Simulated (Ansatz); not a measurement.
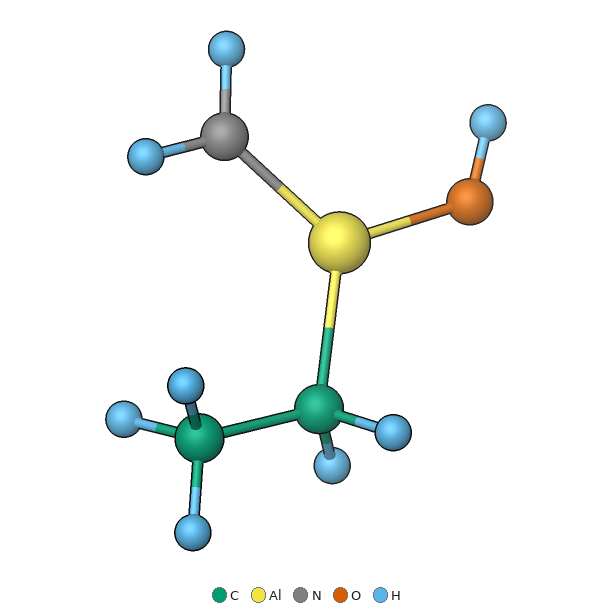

Ball-and-stick drawing of a structure. Every bond is drawn as one stick, whatever its order.

> Count the atoms of each element.

C2H8AlNO, 13 atoms: 2 carbon, 8 hydrogen, 1 aluminium, 1 nitrogen and 1 oxygen.

> Give the symmetry (Schoenflies symbol).

Cs.

> Give a SMILES string for it.

C[CH2][Al]([NH2])[OH]

> Count the bonded pairs by element.

5 C–H, 2 N–H, 1 C–C, 1 C–Al, 1 Al–N, 1 Al–O, 1 O–H.

More results for the same structure follow; atom numbers are the same in all pictures, views and colours differ. The geometry was computed by an optimisation with PBE0-D4/def2-TZVP.

**Charges**

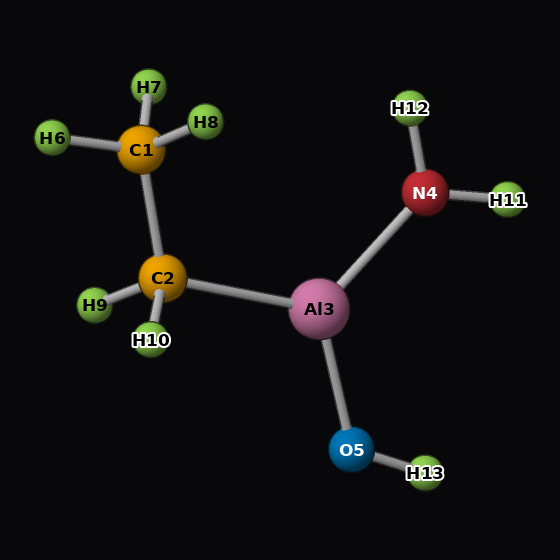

The questions are on Mulliken charges. Level of theory: RKS PBE0-D4/def2-TZVP (Ansatz 0.2.0).

> Which atom carries the highest charge (most positive or least negative)?

Al3 (0.62 e).

> And the lowest?

N4 (−0.66 e).

Give the Mulliken charges atom by atom.

```tsv
atom	value (e)
C1	−0.39
C2	−0.41
Al3	0.62
N4	−0.66
O5	−0.56
H6	0.12
H7	0.12
H8	0.12
H9	0.13
H10	0.13
H11	0.23
H12	0.24
H13	0.31
```

**Vibrations**

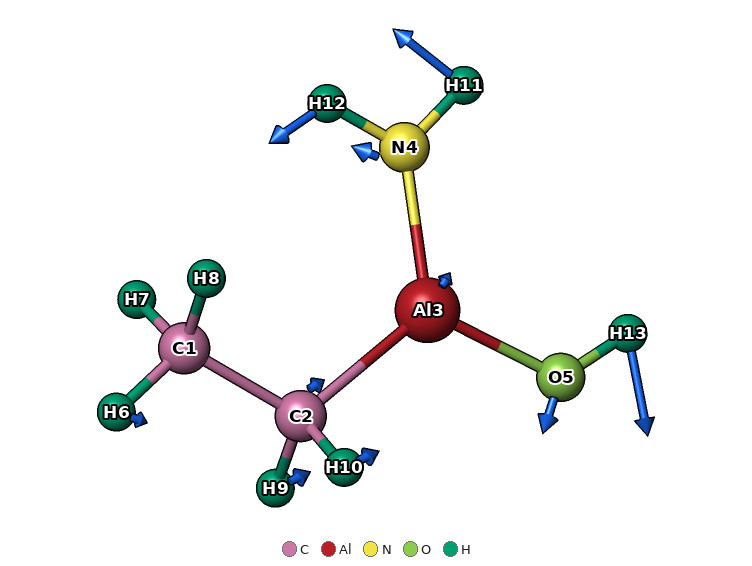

The arrows show one normal mode. Harmonic vibrations computed with RKS PBE0-D4/def2-TZVP (Ansatz 0.2.0) at a stationary point of the same level.

> What kind of motion is it?

Mostly angle bending.

> At what wavenumber does it lie?

212 cm⁻¹; it is mode 4 of 33 counted from the lowest.

**Dipole moment**

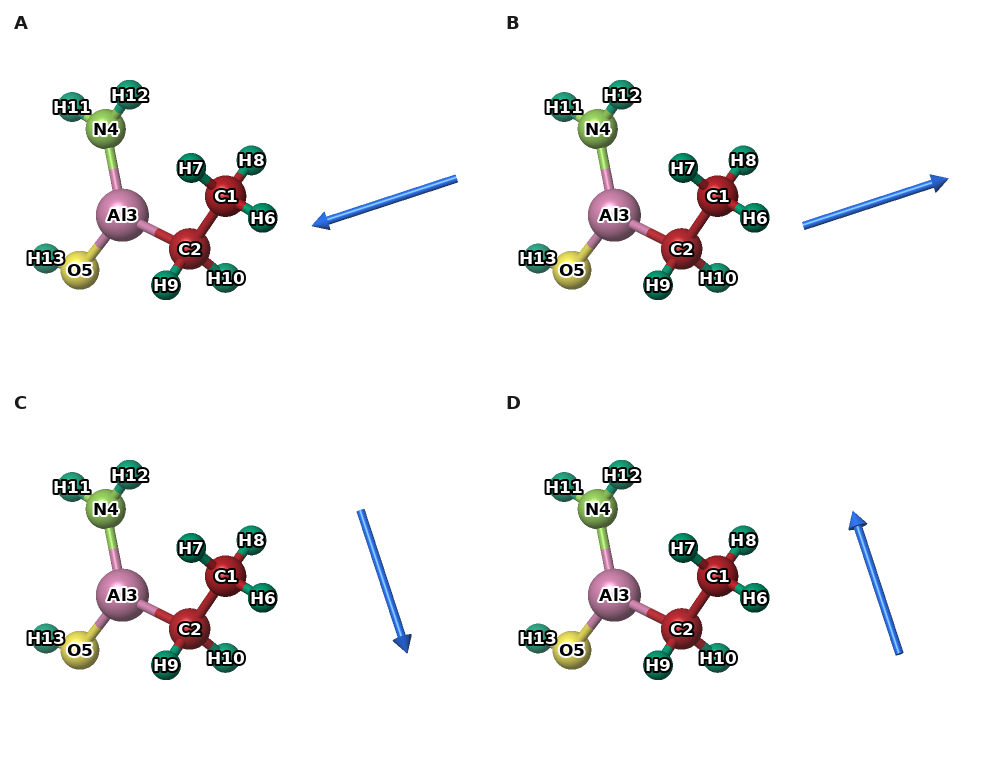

The same molecule four times, each with an arrow. Method: RKS ωB97M-V/def2-TZVPP (Ansatz 0.2.0).

> Which arrow points along the dipole moment, from the negative to the positive end?

D. The dipole moment is 1.71 D; it points from the side of H9, H10 to the side of H11 (the outermost atoms at the two ends).

Mulliken values depend strongly on the basis set and can even reverse the polarity of a bond.
